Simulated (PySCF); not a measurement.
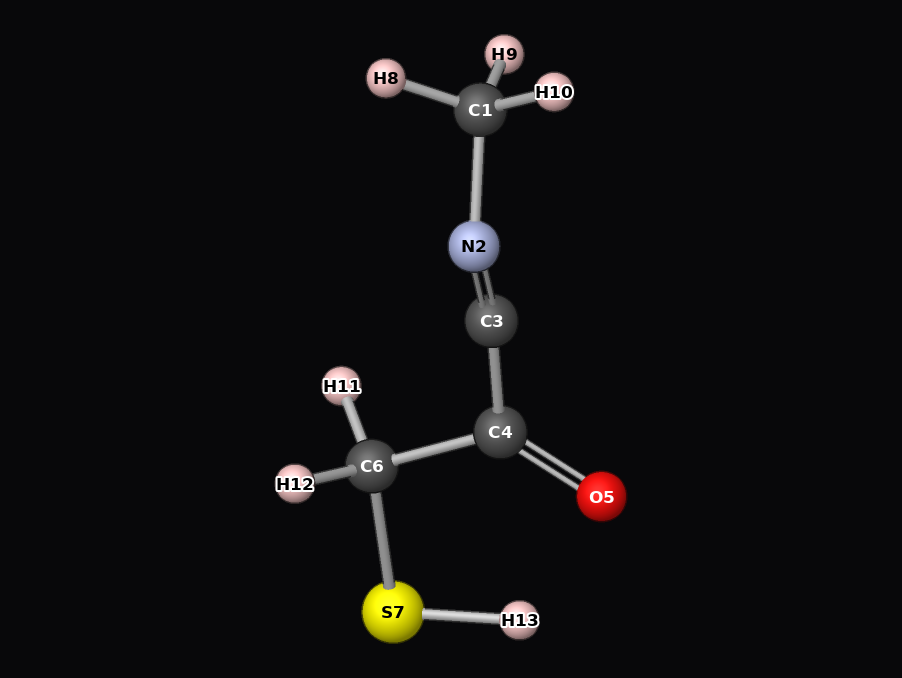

The questions are on Mulliken spin populations. State: neutral, doublet. The computed structure is the end point of a GFN2-xTB optimisation. No frequency run is at hand to confirm it as a minimum. Properties computed with UKS B3LYP, pcH-1 on C H N O S, non-relativistic (PySCF 2.14.0).

### Which atom carries the largest spin population?

C3 (0.37 e).

### Which atom has the lowest spin population?

C6 (−0.01 e).

List the Mulliken spin populations.

```
atom  value (e)
  C1       0.01
  N2       0.21
  C3       0.37
  C4       0.05
  O5       0.31
  C6      −0.01
  S7       0.01
  H8       0.00
  H9       0.03
 H10       0.00
 H11       0.01
 H12       0.01
 H13       0.00
```

Mulliken values depend strongly on the basis set.
